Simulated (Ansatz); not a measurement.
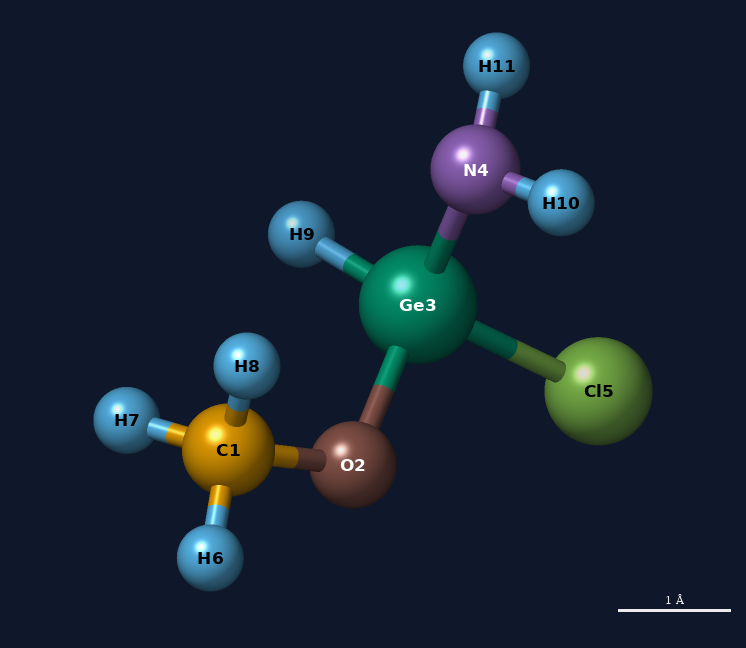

Numbered structure. Computed geometry: PBE0-D4/def2-TZVP optimisation. No frequency run is at hand to confirm it as a minimum.

### What is the geometry at O2?

O2 has 2 neighbours (C1 at 1.41, Ge3 at 1.76 Å); the arrangement is bent.

### What is the geometry at Ge3?

Ge3 has 4 neighbours (O2 at 1.76, N4 at 1.82, Cl5 at 2.15, H9 at 1.53 Å); the arrangement is tetrahedral.

### Describe the coordination of atom 1.

C1 has 4 neighbours (O2 at 1.41, H6 at 1.09, H7 at 1.10, H8 at 1.10 Å); the arrangement is tetrahedral.

### Describe the coordination of atom 4.

N4 has 3 neighbours (Ge3 at 1.82, H10 at 1.01, H11 at 1.01 Å); the arrangement is trigonal pyramidal.

### What is the dihedral angle C1–O2–Ge3–Cl5?

178° in size, that is anti.
